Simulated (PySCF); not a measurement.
# C$_{2}$H$_{6}$BiO$_{2}$ (charge +1): what the fields show

The calculation's input:

```
mol = gto.M(atom='''
Bi     0.00000     0.00000    -0.43182
O      1.60783     0.09688     0.77726
C      1.90508     0.08328     2.16219
H      2.90322    -0.36336     2.28043
H      1.93624     1.11641     2.54417
H      1.17529    -0.49963     2.74478
O     -1.60783    -0.09688     0.77726
C     -1.90508    -0.08328     2.16219
H     -2.90322     0.36336     2.28043
H     -1.93624    -1.11641     2.54417
H     -1.17529     0.49963     2.74478''',
    basis={'Bi': 'def2-SVP', 'O': 'def2-SVP', 'C': 'def2-SVP', 'H': 'def2-SVP'},
    ecp={'Bi': 'def2-SVP'},
    charge=1, spin=0)
mf = dft.RKS(mol, xc='PBE0')
mf.grids.atom_grid = (75, 302)  # f atoms: at least (60, 302), unpruned
mf = mf.density_fit()  # Bi def2-universal-JKFIT, O def2-universal-JKFIT, C def2-universal-JKFIT, H def2-universal-JKFIT
mf.conv_tol = 1e-09; mf.max_cycle = 55
mf.kernel(dm0)
```

Launched as:

```sh
OMP_NUM_THREADS=2 python run.py
```

Core potentials replace the inner electrons of Bi.

Theory: RKS PBE0, Bi def2-SVP with ECP60, O def2-SVP, C def2-SVP, H def2-SVP; non-relativistic Hamiltonian with scalar-relativistic core potentials where named; density fitting (PySCF 2.14.0).

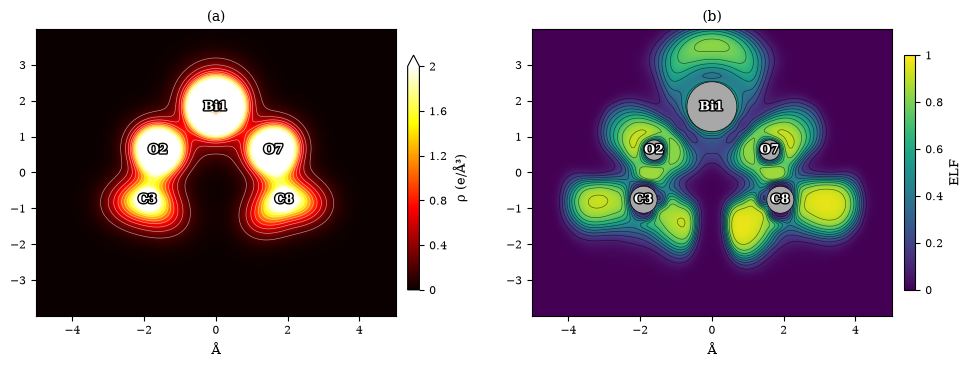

Figure 1. (a) electron density; (b) ELF on the plane of atoms Bi1, O7 and C8. Grey discs cover the atomic cores in the ELF map.

### What do the fields say about this system?

- Atoms in the plane: Bi, O and C.
- C–O (1.42 Å): ρ is about 1.9 e/Å³ halfway, with its minimum of 1.7 e/Å³ about 0.5 Å from C; the ELF peaks at about 0.85 between the atoms: a polar covalent bond.
- Bi–O (2.01 Å): the density is about 0.81 e/Å³ at the midpoint; the ELF peaks at about 0.80 in the valence shell of O, 0.5 Å from its nucleus, and drops to about 0.15 between the two atoms.
- The ELF also peaks beside O2 and O7, away from the bonds: lone-pair regions.

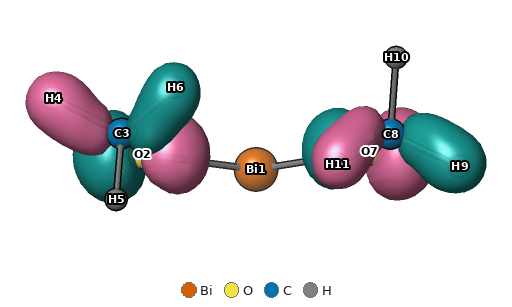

Figure 2. The HOMO−1 at ±0.2 Å⁻³ᐟ² (teal and pink are the two phases), seen from one side.

### What is the character of this orbital?

Its weight (Hirshfeld) is mainly on O2 (about 30 %), O7 (about 30 %), C8 (about 10 %) and C3 (about 10 %). Its energy is −12.96 eV.

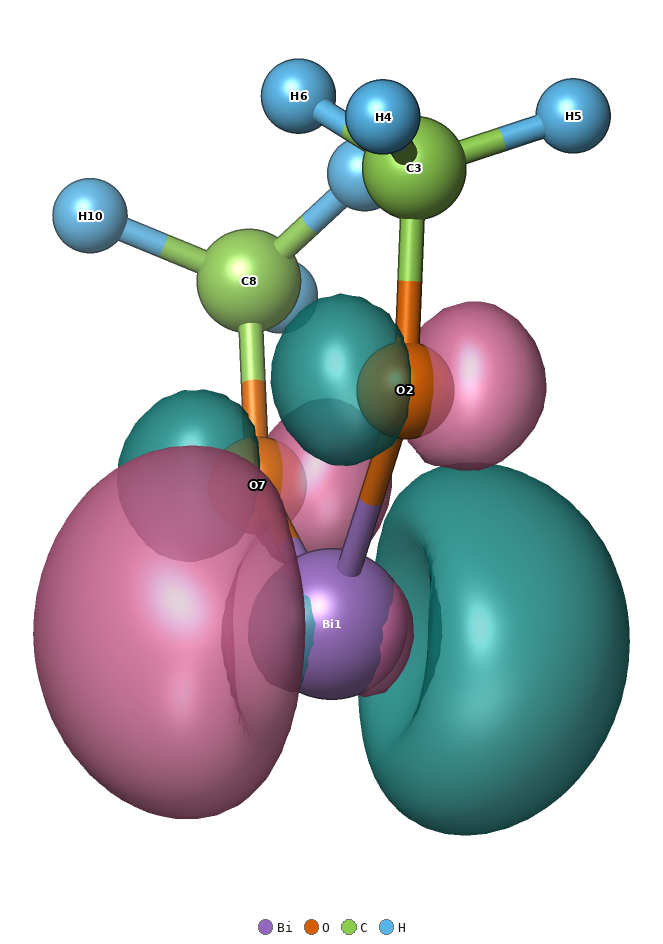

Figure 3. The LUMO at ±0.15 Å⁻³ᐟ² (teal and pink are the two phases), seen at an oblique angle.

### What is the character of this orbital?

By Hirshfeld shares it lies mainly on Bi1 (about 75 %), O2 (about 10 %) and O7 (about 10 %). Its energy is −8.64 eV.
